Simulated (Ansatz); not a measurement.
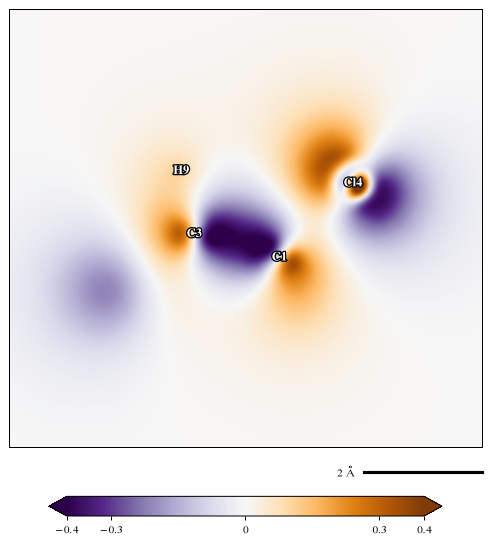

C₃H₄Cl₂. The HOMO on the plane of atoms C1, C3 and H9 (values in Å⁻³ᐟ²; the overall sign is arbitrary).

Geometry: B3LYP/def2-SVP.

Computed with isolated molecule in a Gaussian basis; Kohn-Sham density functional theory, functional PBE0 in Ansatz 0.2.0.

The calculation's input:

```
crystal:
  periodic: [false, false, false]
  atoms:
    - {symbol: C, position_ang: [-1.625594, -1.562458, 0.159001]}
    - {symbol: C, position_ang: [-1.642131, -0.151495, -0.364415]}
    - {symbol: C, position_ang: [-0.466649, -1.051183, -0.636161]}
    - {symbol: Cl, position_ang: [-2.693593, -2.790710, -0.546567]}
    - {symbol: Cl, position_ang: [1.086095, -0.762459, 0.171719]}
    - {symbol: H, position_ang: [-1.480103, -1.715677, 1.230833]}
    - {symbol: H, position_ang: [-2.297172, 0.079490, -1.209199]}
    - {symbol: H, position_ang: [-1.520644, 0.651820, 0.367720]}
    - {symbol: H, position_ang: [-0.333594, -1.437924, -1.649174]}
basis:
  gaussian: {orbitals: def2-TZVPD}
hamiltonian: {xc: {name: PBE0}}
output: {forces: true, orbitals: {seedname: orbitals}}
```

Run with:

```sh
ansatz run input.yaml --threads 2 --pin off --max-ram 5220MiB --events-out events.jsonl --progress --plain --runs-dir runs
```

Q: Where does this orbital lie, and at what energy?

A: Its weight (Hirshfeld) is mainly on Cl4 (about 30 %), Cl5 (about 30 %), C1 (about 15 %), C3 (about 15 %) and C2 (about 5 %). Its energy is −7.99 eV.
